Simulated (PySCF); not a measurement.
## Frequency calculation of GeOOH

The run: frequency calculation of GeOOH, multiplicity 2. Method and program: UKS-based PBE0, Ge def2-TZVP, O def2-TZVP, H def2-TZVP; non-relativistic Hamiltonian; density fitting (PySCF 2.14.0).

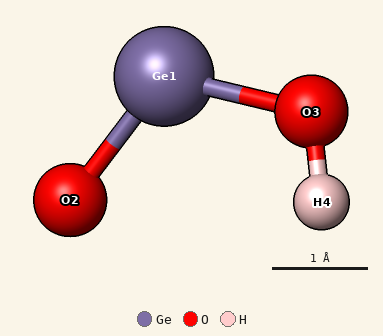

**Figure 1.** The input geometry (ball-and-stick view, seen at a tilt; atoms are numbered from 1 in the order of the input). Sticks mark near contacts.

Key numbers:

| quantity | value |
| --- | --- |
| outcome | converged |
| total energy | −2227.673661 hartree |
| ⟨S²⟩ | 0.762 |
| zero-point energy | 0.015277 hartree |
| dipole moment | 1.74 D |
| wavenumbers, lowest and highest | 182 and 3829 cm⁻¹ |
| hardware | 4 threads of Arm Neoverse V2, 24 GiB of memory available, shared host |
| wall time | 55 s (CPU time 2.9 min) |
| peak memory | 1.3 GiB |

Input file:
```python
from pyscf import gto, scf, dft
mol = gto.M(atom='''
Ge    -0.275518     0.000000     0.085043
O      0.883803     0.000000     1.297451
O      0.316359     0.000000    -1.588765
H      1.281188     0.000000    -1.614809''',
    basis={'Ge': 'def2-TZVP', 'O': 'def2-TZVP', 'H': 'def2-TZVP'},
    charge=0, spin=1)
mf = dft.UKS(mol, xc='PBE0')
mf.grids.atom_grid = (75, 302)
aux = {'Ge': 'def2-universal-JKFIT', 'O': 'def2-universal-JKFIT', 'H': 'def2-universal-JKFIT'}
mf = mf.density_fit(auxbasis=aux)
mf.conv_tol = 1e-09
mf.diis_space = 10
mf.max_cycle = 60
mf.verbose = 4
mf.kernel()
```

The script is an equivalent of the set-up of the self-consistent field. The run itself was carried out by a driver, which started from the orbitals of the step before it where there was one and computed the further properties.

Run as:
```bash
OMP_NUM_THREADS=4 python axn.py task.json out
```

Output:
```
init E= -2227.67366111434
  alpha nocc = 25  HOMO = -0.299038597881447  LUMO = -0.0515276435920455
  beta  nocc = 24  HOMO = -0.312867631777259  LUMO = -0.165073115499425
  HOMO = -0.299038597881  LUMO = -0.165073115499  gap/eV = 3.64539
cycle= 1 E= -2227.67366111435  delta_E= -9.09e-12  |g|= 1.54e-06  |ddm|= 2.1e-06
  alpha nocc = 25  HOMO = -0.299038413083118  LUMO = -0.051527495125633
  beta  nocc = 24  HOMO = -0.312867135074309  LUMO = -0.165072731109376
  HOMO = -0.299038413083  LUMO = -0.165072731109  gap/eV = 3.64539
Extra cycle  E= -2227.67366111434  delta_E= 1.5e-11  |g|= 3.06e-06  |ddm|= 2.6e-06
converged SCF energy = -2227.67366111434  <S^2> = 0.76202809  2S+1 = 2.0119921
```

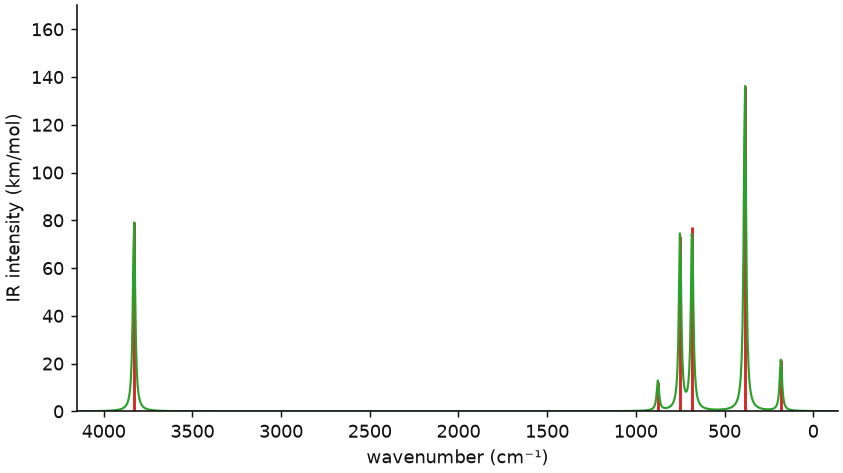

**Figure 2.** Harmonic infrared spectrum, unscaled: sticks (degenerate modes added up, dark ones marked on the axis) with a Lorentzian envelope of 16 cm⁻¹ full width, scaled to the tallest stick. 6 modes from 182 to 3829 cm⁻¹, none imaginary. The strongest line is at 385 cm⁻¹ (136 km/mol). All modes, in cm⁻¹ (km/mol): 182 (21), 385 (136), 683 (77), 751 (73), 876 (12.2), 3829 (79).

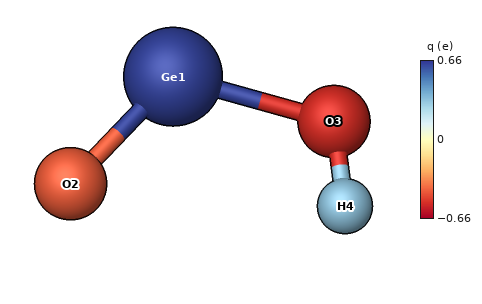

**Figure 3.** Mulliken charges, as the colour of each atom (ball-and-stick view, seen at a tilt; atoms are numbered from 1 in the order of the input). By element: Ge +0.63, O −0.53 to −0.43 and H +0.33 e.
